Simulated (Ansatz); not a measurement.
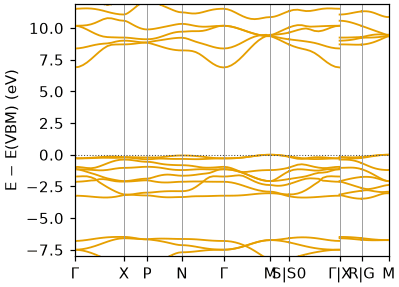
Band structure from the program Ansatz at the PBE level (PAW)

**Question.** Read off the gap and where the band edges lie.

**Answer.** About 6.9 eV (6.89 eV by a search for the band edges); maximum at M, minimum at Γ.

The material is SiCO4 in space group I-4 (No. 82; Si on 2a, C on 2c, O on 8g).

The start of the workflow was typed in or built on a structure type; neither database checked (COD, Materials Project) lists it. Whether it is the stable phase at ambient conditions was not checked. The cell was relaxed with PBE under the symmetry of its start; whether a distortion lowers the energy is not shown. The volume moved by 18 % from the start of the relaxation.

Potentials: the later of the program's two PAW sets.
